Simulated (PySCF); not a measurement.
**C₃H₈N₂O₂Si: density, localisation and related maps**

```xyz
16

C    -1.7268   -1.9895    0.4424
O    -1.7312   -0.6619   -0.0038
Si   -0.4961    0.2276   -0.5499
N    -0.9666    1.8698   -0.7637
O     0.6294    0.1604    0.6356
C     1.8502    0.8377    0.6437
C     2.8770    0.0901   -0.0550
N     3.6663   -0.5245   -0.6070
H    -0.9194   -2.1570    1.1565
H    -1.6015   -2.6726   -0.4007
H    -2.6863   -2.1816    0.9236
H     0.0417   -0.2314   -1.8249
H    -1.2654    2.3781    0.0554
H    -1.5969    2.0736   -1.5211
H     1.7566    1.8231    0.1683
H     2.1615    0.9672    1.6892
```

Geometry: GFN2-xTB.

Theory: PySCF, PBE0/pcSseg-1, SCF density, gas phase, non-relativistic.

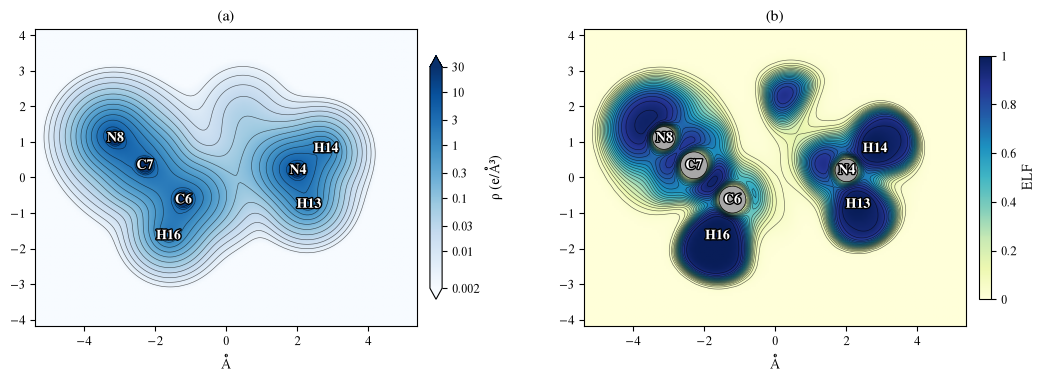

Figure 1. (a) electron density; (b) electron localisation function on the plane of atoms C7, C6 and H16. Grey discs cover the atomic cores in the ELF map.

Question: Describe what can be read from this map.

Answer: The plane passes through N, C and H nuclei.
C–N (1.14 Å): ρ is about 3.6 e/Å³ halfway; the ELF peaks at about 0.85 between the atoms (a multiple bond).
C–C (1.45 Å): ρ is about 1.9 e/Å³ halfway; the ELF peaks at about 0.95 between the atoms; a covalent bond.
N–H (1.01 Å): the density is about 2.8 e/Å³ at the midpoint; the ELF climbs to about 1 towards the hydrogen, as it does in any bond to H: a covalent bond by its length.
C–H (1.10 Å): the density is about 2 e/Å³ at the midpoint; the ELF climbs to about 1 towards the hydrogen: an ordinary covalent bond to hydrogen.
The ELF also peaks beside N8, away from the bonds: lone-pair regions.

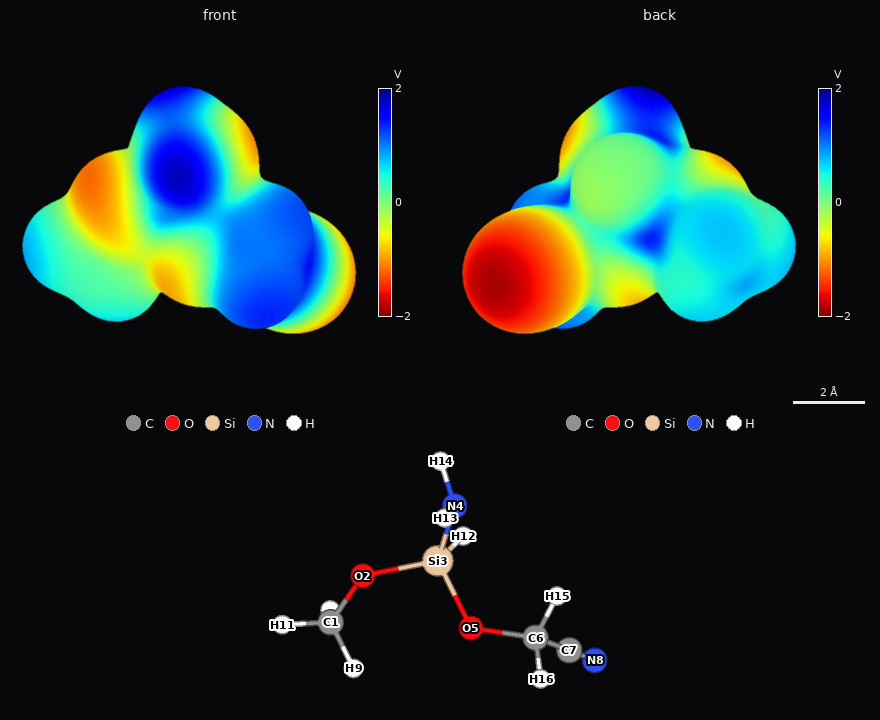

Figure 2. The electrostatic potential painted on the density surface at 0.002 e/bohr³, seen from the front and from behind; the colour scale runs from red (negative) to blue (positive). The bare structure is drawn below in the same view.

Question: Which sites attract a positive test charge, and which a negative one?

Answer: A positive charge is drawn to the negative regions and a negative charge to the positive ones. The most negative region (about −1.8 V, or −42 kcal/mol for a unit charge) lies over N8, the most positive (about +1.8 V, or +42 kcal/mol for a unit charge) over H13 and H14. N8 is the likeliest acceptor of a hydrogen bond.
